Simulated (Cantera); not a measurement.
Charge: 1 mol MgO, 0.015 mol C, 0.7 mol H2, held at 58.0 Pa.

These are equilibrium values from Cantera (NASA tables, ideal gas, pure condensed phases), not measurements of a reactor. Candidate condensed phases: C, C6H6, C7H8, C8H18, H2O, Mg, MgCO3, MgO, Mg(OH)2; 116 gas species. The tables' values for MgH are old estimates; treat these amounts as uncertain. Equilibrium is a limit: real reactors are often held back by kinetics, nucleation or transport.

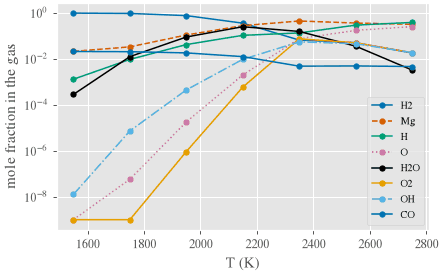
Figure: Equilibrium gas composition (values under 1e-9 drawn at 1e-9)

From 1550 K to 2150 K the condensed part is MgO(s). From 2350 K to 2750 K nothing is condensed. The main Mg-bearing gas is Mg throughout.
